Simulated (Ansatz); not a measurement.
# TiPd2S3: properties of a relaxed candidate

Aim: for this structure of TiPd2S3, compute bands, density of states and charges.

Computed with Ansatz 0.2.0 (DFT PBE, scalar-relativistic, plane waves, PAW, unless a step's input says otherwise).

## 1. Starting point

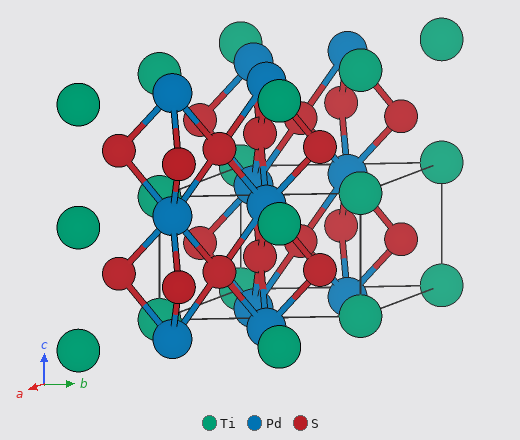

Start, viewed slightly off an axis; titanium teal, palladium blue, sulfur red. 2×1×2 cells are drawn. Atoms on the faces are drawn again on the opposite ones.

Coordinates:

```
Ti Pd S
1.0
     5.89334    0.00000    0.00000
    -2.94667    5.10378    0.00000
     0.00000    0.00000    3.63308
Ti Pd S
1 2 3
Direct
  0.00000 0.00000 0.00000
  0.33333 0.66667 0.00000
  0.66667 0.33333 0.00000
  0.50000 0.00000 0.50000
  0.50000 0.50000 0.50000
  0.00000 0.50000 0.50000
```

It is the end of an earlier relaxation with the same method, from a database cell with other species swapped in; it is a trial structure. At a tolerance of 0.05 Å it has space group P6/mmm (No. 191); it has 18.21 Å³/atom, an uncorrected energy of +0.29 eV/atom over the elements.

## 2. Static run: bands, density of states and charges

The input, input.yaml:

```yaml
crystal:
  lattice:
    - [5.893339535, 0.0, 0.0]
    - [-2.9466697675, 5.1037817504, 0.0]
    - [0.0, 0.0, 3.6330772272]
  atoms:
    - { symbol: Ti, position: [0.0, 0.0, 0.0], spin: 2.04 }
    - { symbol: Pd, position: [0.3333333333, 0.6666666667, 0.0] }
    - { symbol: Pd, position: [0.6666666667, 0.3333333333, 0.0] }
    - { symbol: S, position: [0.5, 0.0, 0.5] }
    - { symbol: S, position: [0.5, 0.5, 0.5] }
    - { symbol: S, position: [0.0, 0.5, 0.5] }
basis:
  ecutwfc: 420
kpoints:
  mp_grid: { grid: [6, 6, 12] }
  band_path:
    path:
      - [[0.0, 0.0, 0.0], [0.5, 0.0, 0.0], [0.33333333, 0.33333333, 0.0], [0.0, 0.0, 0.0], [0.0, 0.0, 0.5], [0.5, 0.0, 0.5], [0.33333333, 0.33333333, 0.5], [0.0, 0.0, 0.5]]
      - [[0.5, 0.0, 0.5], [0.5, 0.0, 0.0]]
      - [[0.33333333, 0.33333333, 0.5], [0.33333333, 0.33333333, 0.0]]
    npoints: 14
hamiltonian:
  xc: pbe
scf:
  occupations: { method: gaussian, width: 0.1 }
  n_extra_bands: 15
output:
  forces: true
  stress: true
  eigenvalues: true
  populations: true
  dos: { projected: true, de: 0.02, nscf_kmesh: { grid: [8, 8, 15] } }
  bader: true
  write_density: true
  write_potential: true
  elf: true
  volumetric_format: npy
magnetization:
  spin_polarized: true
checkpoint:
  read: start.run
  write: ck
  compress: false
  write_wavefunctions: false
  write_every: 100000
```

On the command line:

```sh
$ ansatz run input.yaml --threads 1 --pin off --max-ram 2560MiB --backend cpu --events-out ev --progress --plain --runs-dir out
```

The program printed:

```text
Warning: checkpoint.read: spin seed differs: saved bff0f4450461…, current 692ce1e58c02…; the loaded state replaces the seed-built initial guess (but the starting_ns of a DFT+U solve that opens without the state's occupation matrices), so the run may converge into the producing seed's basin, or, where the symmetry group that follows from this deck's starting moments and starting_ns does not hold the saved magnetisation, lose that magnetisation at its first build. Where atoms have moved since the state was saved, this difference can also decide whether moments are moved with them. A self-consistent run of this deck without the state starts from its starting moments and, under a DFT+U term, its starting_ns
Warning: RAYON_NUM_THREADS=1 ignored (pool sized by the plan → 1); use --threads N
scf.n_extra_bands = 15 over 33 filled bands (N_el = 66.0): the run solves 48 bands
Engine: ansatz 0.2.0, x86_64-unknown-linux-gnu
Pseudopotentials: kind: paw
Pseudopotential: Ti, paw, valence charge 12, recommended cutoff 420 eV (normal), Ti.paw.azcp
Pseudopotential: Pd, paw, valence charge 18, recommended cutoff 420 eV (normal), Pd.paw.azcp
Pseudopotential: S, paw, valence charge 6, recommended cutoff 420 eV (normal), S.paw.azcp
Functional definition: PBE
  parameter kappa = 0.804
  parameter beta = 0.06672455060314922
  exchange = pbe_x(kappa = kappa, mu = beta*pi^2/3)
  correlation = pbe_c(beta = beta)
Crystal: 6 atoms, lattice volume = 109.277 Å³
Basis set: ecut = 420 eV, 2125 PW (Γ), exchange–correlation on 80×80×50 points (8 copies of the dense FFT grid, shifted against one another)
Bands: 48, of which v1, the nominal top of the filled ones, is band 33 counted from 1 (32 counted from 0)
Symmetry: 24 space group operations
Space group: P6/mmm (ITA 191), of the structure as read, at distance tolerance 4.8e-5 Å
Magnetic group: BNS 191.233 (UNI 1463), of the structure as read, at distance tolerance 4.8e-5 Å
k-points: 49 of 432
Non-local potential: Ti, projectors of the file, l = 0: 3, l = 1: 2, l = 2: 3, l = 3: 1
Non-local potential: Pd, projectors of the file, l = 0: 2, l = 1: 2, l = 2: 2, l = 3: 1
Non-local potential: S, projectors of the file, l = 0: 2, l = 1: 2, l = 2: 2
PAW form: soft (Blöchl's): semilocal exchange-correlation on the pseudo side does not see the compensation charge
PAW one-centre angular grid: Ti, 590 points (default); XC on 64 Gauss nodes
PAW one-centre angular grid: Pd, 590 points (default); XC on 64 Gauss nodes
PAW one-centre angular grid: S, 110 points (default); XC on 64 Gauss nodes
Initial density: read from a saved state, or passed on in memory by an earlier SCF of this step, an earlier step, the calling program or the single point that the run made first
Stability of the state it starts from, as read at its close in the collinear treatment: not read negative (Ritz values of 1 − χ₀K, real part plus size of imaginary part, from 0.47 to 1.2, by its mixing steps under the symmetry group of the SCF that read it); its run was given moments
Starting moments: Σ|m| = 2.04 μB on 1 of 6 sites; this step starts from the density that it was given
Initial wavefunctions: pseudopotential atomic-orbital guess
Functional: x = pbe(κ = 0.804, μ = 0.2195149727645171), c = pbe(β = 0.06672455060314922)
iter 1 solved again at ethr=6.42e-7 eV; its pass at ethr=3.10e-3 eV (dr2=4.24e-4 eV) is discarded
SCF iter   1: F=—  HF=-19149.848231 eV  |F-HF|=—  |Δ(HF+E_count)|=         —  Δρ=3.19e-7 (↑3.11e-7 ↓3.19e-7)  dr2=3.69e-10  dr2_m=7.57e-12  M=1.873 μB ∫|m|=2.420 μB  β_m=0.30  ethr=6.42e-7  ⟨swp⟩=2.9  Hψ=29981  notcnv=0
eigensolver tolerance schedule: the retry pair's looser diagonalisation over-reported the residual by 1146667.29 of it (diagonalisation noise at an unbounded share of the residual, at the tolerance the schedule requests for it); recorded, not acted on — ethr = c·dr2/N_el stays at c = 1.0e-1
preconditioner: auto → Kerker (q_TF=auto, 2.508 Å⁻¹)  [metal: Δε(μ)=0.004 eV  Ē_g=8.836 eV  σ=0.100 eV  W_gap=0.02  n_scr=32 (ndim 8)  ℏωp=23.0 eV  f_vac=0.000  D(μ)=7.29/eV (n_scr^D=70)]
spin=Collinear: Kerker preconditioning applied to the charge; magnetization (m = ρ↑ − ρ↓) channel mixes plain (no charge-response kernel on spin).
SCF iter   2: F=—  HF=-19149.848231 eV  |F-HF|=—  |Δ(HF+E_count)|=   6.45e-7  Δρ=1.90e-7 (↑1.90e-7 ↓1.04e-7)  dr2=9.22e-11  dr2_m=6.41e-12  M=1.873 μB ∫|m|=2.420 μB  β_m=0.26  ethr=1.00e-12  ⟨swp⟩=10.5  Hψ=27389  notcnv=0
SCF iter   3: F=-19149.848231 eV  HF=-19149.848231 eV  |F-HF|=1.82e-11  |Δ(HF+E_count)|=  7.28e-12  Δρ=8.07e-8 (↑7.94e-8 ↓8.07e-8)  dr2=2.25e-11  dr2_m=2.06e-13  M=1.873 μB ∫|m|=2.420 μB  ethr=1.00e-12  ⟨swp⟩=3.0  Hψ=15990  notcnv=0
SCF 1 converged in 3 iterations: F = -19149.848231 eV  dr2 = 2.25e-11
Symmetry: 12 space group operations
k-points: 64 of 432
Initial wavefunctions: those read from a saved state, or passed on in memory by an earlier step or the calling program
iter 1 solved again at ethr=1.00e-12 eV; its pass at ethr=1.52e-6 eV (dr2=2.25e-11 eV) is discarded
SCF iter   1: F=—  HF=-19149.848231 eV  |F-HF|=—  |Δ(HF+E_count)|=         —  Δρ=8.07e-8 (↑7.94e-8 ↓8.07e-8)  dr2=2.25e-11  dr2_m=2.06e-13  M=1.873 μB ∫|m|=2.420 μB  ethr=1.00e-12  ⟨swp⟩=1.0  Hψ=25054  notcnv=0
spin=Collinear: Kerker preconditioning applied to the charge; magnetization (m = ρ↑ − ρ↓) channel mixes plain (no charge-response kernel on spin).
SCF iter   2: F=—  HF=-19149.850799 eV  |F-HF|=—  |Δ(HF+E_count)|=   2.57e-3  Δρ=6.81e-3 (↑6.81e-3 ↓1.37e-3)  dr2=1.32e-1  dr2_m=9.75e-3  M=1.765 μB ∫|m|=2.276 μB  ethr=1.52e-6  ⟨swp⟩=1.0  Hψ=23591  notcnv=0
SCF iter   3: F=—  HF=-19149.847437 eV  |F-HF|=—  |Δ(HF+E_count)|=   3.36e-3  Δρ=9.94e-4 (↑9.94e-4 ↓2.62e-4)  dr2=3.33e-3  dr2_m=2.52e-4  M=1.854 μB ∫|m|=2.388 μB  ethr=1.52e-6  ⟨swp⟩=1.0  Hψ=17413  notcnv=0
an SCF along what the orbitals of the run's state read of its open shells (or to have them read: on a GPU, or by another smearing), with 12 of the crystal's symmetry operations given up (64 k-points in place of 49), reached no lower state that the run goes on to. This is no proof of a minimum
NSCF: frozen V_eff on 129 k-points
NSCF: frozen V_eff on 80 k-points
SCF converged after 3 iterations
Magnetization: 1.8732 μB (33.9366 up, 32.0634 down)
Absolute magnetization: 2.4202 μB (∫|ρ↑−ρ↓|, with the PAW one-centre terms)
Spin contamination: 0.2290 ħ² per cell (⟨S²⟩ above its minimum at these occupations)
Per-site moments (μB) at R_I (Å): [(1.8534038989982344, 1.4035399813651108), (-0.03425800073076113, 1.02662790066806), (-0.034258000730760935, 1.02662790066806), (-0.053820741636525615, 1.02662790066806), (-0.05382074163652536, 1.0266279006680603), (-0.05382074163652515, 1.02662790066806)]
Free energy (F): -19149.848231 eV
Harris-Foulkes:  -19149.848231 eV  (|F-HF|=1.82e-11)
Internal energy: -19149.811792 eV  (E = F + TS)
E sigma→0 (E₀):  -19149.830011 eV
Entropy (-TS):   -0.036439 eV (-6.073 meV/atom)
Fermi energy:    11.587523 eV
--- Per-component energies (eV) ---
  E_band       = -700.557746
  E_kinetic    = 1613.835493
  E_local      = -6796.688433  (includes V_loc(G=0)·N_el)
  E_nonlocal   = 536.923735
  E_hartree    = 2798.121148
  E_xc         = -722.356023
  E_vxc        = -802.668152  (∫ρ·V_xc dr)
  E_paw        = -10351.556397  (= ΣΔE_a)
  E_vpaw       = -848.203544  (= ΣTr[D̂ρ^β])
  E_aug_tail   = 0.000499  (compensation charges beyond the density's cutoff)
  E_ewald      = -6228.091814
  E_smearing   = -0.036439  (= −TS)
  E_closure    = -0.000000  (closes the sum)
  Σ components = -19149.848231   (vs F -19149.848231, Δ=0.00e0)
--- Forces (eV/Å), atoms counted from 1 ---
  atom   1  Ti     0.00000000    -0.00000000    -0.00000000
  atom   2  Pd    -0.00000000     0.00000000     0.00000000
  atom   3  Pd    -0.00000000    -0.00000000    -0.00000000
  atom   4  S     -0.00000000     0.00000000     0.00000000
  atom   5  S     -0.00000000     0.00000000     0.00000000
  atom   6  S     -0.00000000     0.00000000     0.00000000
  max |Σ_I F_I| component: 1.85e-17 eV/Å
--- Stress (GPa, compression-positive) ---
        0.006692      -0.000000      -0.000000
       -0.000000       0.006692      -0.000000
       -0.000000      -0.000000       0.016923
  P = ⅓ Tr σ = 0.0101 GPa (0.101 kbar)
--- Band table (eV; the first three rows and the last of 98) ---
  k-point 0 ↑: bands = ["-73.2110", "-73.2098", "-46.7998", "-39.0894", "-39.0864", "-38.9075", "-38.9075", "-38.8934", "-38.8934", "-23.0801", "-23.0801", "-23.0176", "-3.5155", "-1.1027", "-1.1027", "3.2915", "6.0884", "6.0884", "6.2592", "6.2592", "7.0966", "8.1127", "8.2579", "8.2579", "8.6626", "8.6626", "8.9186", "8.9186", "9.9404", "9.9816", "11.2919", "11.3303", "11.3303", "11.7068", "11.7068", "11.9312", "12.3813", "12.3813", "13.3504", "13.3504", "15.0777", "17.6642", "17.6642", "17.9930", "18.0723", "18.0723", "20.0756", "20.0756"]
  k-point 1 ↑: bands = ["-73.2110", "-73.2098", "-46.7996", "-39.0901", "-39.0871", "-38.9074", "-38.9074", "-38.8934", "-38.8934", "-23.0799", "-23.0799", "-23.0198", "-3.4687", "-1.1008", "-1.1008", "3.3744", "6.0639", "6.0639", "6.2459", "6.2459", "6.9428", "8.0135", "8.0738", "8.0738", "8.7091", "8.7091", "9.1845", "9.1845", "9.9550", "10.0395", "11.2985", "11.2985", "11.3129", "11.6142", "11.6142", "12.0335", "12.4785", "12.4785", "13.1433", "13.1433", "15.3852", "17.2304", "17.7585", "17.7585", "18.0145", "18.0145", "20.0503", "20.0503"]
  k-point 2 ↑: bands = ["-73.2109", "-73.2097", "-46.7993", "-39.0921", "-39.0889", "-38.9072", "-38.9072", "-38.8932", "-38.8932", "-23.0794", "-23.0794", "-23.0258", "-3.3360", "-1.0958", "-1.0958", "3.6152", "5.9820", "5.9820", "6.2151", "6.2151", "6.4039", "7.8818", "7.8818", "7.9881", "8.8369", "8.8369", "9.5662", "9.5662", "9.8647", "10.3182", "11.1756", "11.1756", "11.3715", "11.4987", "11.4987", "12.2231", "12.6668", "12.6668", "12.7219", "12.7219", "15.9111", "16.1708", "17.0831", "17.0831", "18.8707", "18.8707", "19.9177", "19.9916"]
  k-point 48 ↓: bands = ["-73.2385", "-73.2385", "-45.1651", "-39.1303", "-39.1303", "-38.9351", "-38.9272", "-38.9272", "-38.9193", "-21.5017", "-21.5017", "-21.2994", "-2.0679", "-2.0679", "-1.2261", "5.2520", "5.2520", "5.7440", "5.7440", "6.1409", "6.5927", "7.5165", "8.6488", "8.7121", "8.7121", "8.9298", "8.9298", "9.1263", "9.6803", "9.6803", "9.9762", "11.0180", "11.0180", "12.6680", "12.6680", "12.9759", "12.9759", "13.6759", "13.7398", "15.3257", "16.2370", "16.2370", "16.6273", "18.0508", "18.0508", "19.8858", "20.1809", "20.1809"]
--- Löwdin populations: 6 sites ---
  site symbol       q [e]    m [muB]
     0     Ti     11.3005     2.1364
     1     Pd     17.1378    -0.0341
     2     Pd     17.1378    -0.0341
     3      S      6.5723    -0.0831
     4      S      6.5723    -0.0831
     5      S      6.5723    -0.0831
  spilling = 0.010712 (of n_electrons = 66.000000)
--- Bader charges: 6 sites ---
  site symbol  charge [e]  shift [e]    m [muB]
     0     Ti      1.2188     0.0000     1.9485
     1     Pd      0.1468     0.0064    -0.0059
     2     Pd      0.1468     0.0064    -0.0059
     3      S     -0.5041     0.0043    -0.0211
     4      S     -0.5041     0.0043    -0.0211
     5      S     -0.5041     0.0043    -0.0211
  estimated error of the sums over rays = 8.1e-4 e
```

Run time: 6 min. Hardware: 1 thread of Intel Xeon at 2.50GHz (Skylake/Cascade Lake), shared host; peak memory 1.7 GiB.

start.run is the saved state of the run that this one goes on from.

By site:

| atom | moment in the atom's sphere (μB) | Löwdin electrons | Bader charge (e) | Bader volume (Å³) |
| --- | --- | --- | --- | --- |
| Ti1 | 1.85 | 11.30 | +1.22 | 18.8 |
| Pd2 | -0.03 | 17.14 | +0.15 | 16.6 |
| Pd3 | -0.03 | 17.14 | +0.15 | 16.6 |
| S4 | -0.05 | 6.57 | -0.50 | 19.1 |
| S5 | -0.05 | 6.57 | -0.50 | 19.1 |
| S6 | -0.05 | 6.57 | -0.50 | 19.1 |

The Löwdin counts miss 0.71 of the 66 electrons, which the atomic orbitals do not span, so they are no charges.

From bands.tsv, the levels nearest the Fermi level at the path's corners, in eV from the Fermi level:

```tsv
point	band 32 up	band 32 dn	band 33 up	band 34 up	band 35 up	band 36 up	band 33 dn	band 37 up
Γ	-0.26	0.76	-0.26	0.12	0.12	0.34	0.76	0.79
M	-0.68	-0.10	-0.06	0.13	0.14	0.18	0.39	0.38
K	-0.81	-0.80	-0.81	-0.71	0.29	0.29	-0.80	0.32
Γ	-0.26	0.76	-0.26	0.12	0.12	0.34	0.76	0.79
A	0.04	-0.10	0.43	0.51	0.51	0.55	1.47	0.55
L	-0.94	-1.05	-0.50	-0.22	-0.12	0.15	0.06	0.46
H	-0.60	-0.57	-0.60	-0.18	-0.18	0.12	-0.57	0.12
A	0.04	-0.10	0.43	0.51	0.51	0.55	1.47	0.55
L	-0.94	-1.05	-0.50	-0.22	-0.12	0.15	0.06	0.46
M	-0.68	-0.10	-0.06	0.13	0.14	0.18	0.39	0.38
H	-0.60	-0.57	-0.60	-0.18	-0.18	0.12	-0.57	0.12
K	-0.81	-0.80	-0.81	-0.71	0.29	0.29	-0.80	0.32
```

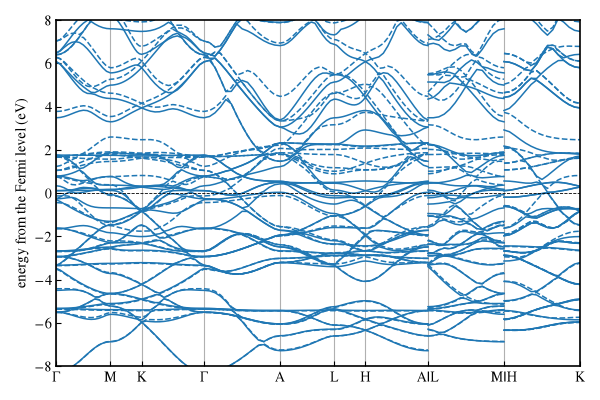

Bands along the path. Spin down is dashed. Deeper bands lie below the window drawn.

Counts of states by energy window (eV from the Fermi level), total and by projection:

```csv
from,to,total,Ti 3d,Pd 4d,S 3p
-8,-7,0.60,0.00,0.12,0.43
-7,-6,2.43,0.02,0.52,1.76
-6,-5,7.75,0.07,3.33,4.08
-5,-4,2.59,0.02,1.33,1.11
-4,-3,4.26,0.11,2.89,1.11
-3,-2,8.50,0.25,6.27,1.60
-2,-1,5.26,0.50,2.49,1.79
-1,0,4.70,1.81,0.94,1.63
0,1,5.57,2.82,0.70,1.76
1,2,6.68,3.90,0.59,1.42
2,3,1.72,0.29,0.14,0.40
3,4,1.16,0.06,0.03,0.04
4,5,2.84,0.04,0.05,0.09
5,6,2.88,0.03,0.04,0.09
```

Below -8 eV lie 30 or so more states.

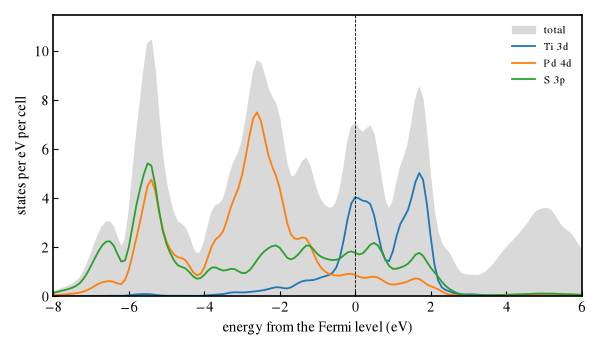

Total and projected density of states, smoothed over about 0.40 eV.

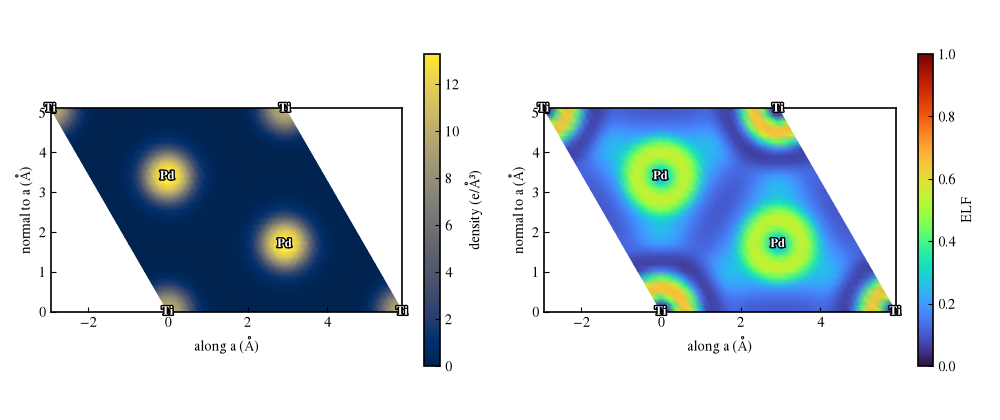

Density (left) and ELF (right) in a lattice plane of the grid's cell (edges 5.89 and 5.89 Å, at 0.000 of the third edge), which holds Ti and Pd. Only atoms in the plane are labelled. Both are smooth fields of the valence electrons: close to the nuclei they are not physical.

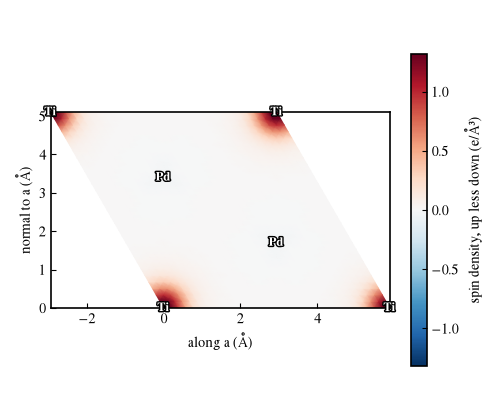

Spin density in a lattice plane of the grid's cell (edges 5.89 and 5.89 Å, at 0.000 of the third edge), which holds Ti and Pd.

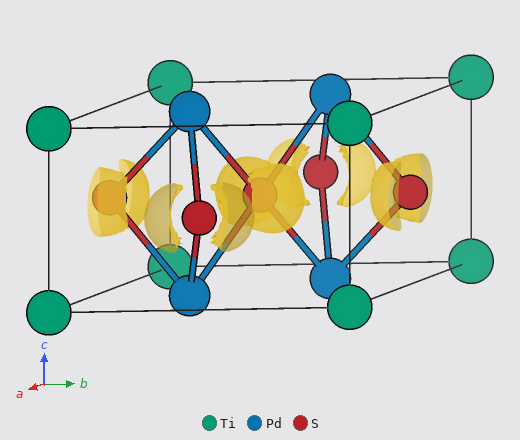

Surface of ELF = 0.83, drawn in one cell.

Outside the cores ELF peaks at 0.89 beside S, off the lines to its neighbours, 0.8 Å from S.

## 3. What came out

| quantity | value |
| --- | --- |
| gap | none (metal) |
| states at the Fermi level | 6.94 per eV per cell |
| Bader charges | Ti +1.22, Pd +0.15, S -0.50 e |

Bands cross the Fermi level: a metal at this level of theory. Of the projected weight within 0.25 eV of the Fermi level, the largest part is Ti 3d (59 %) and S 3p (26 %). Bader charges go up to 1.2 e. Other magnetic orders were not searched.
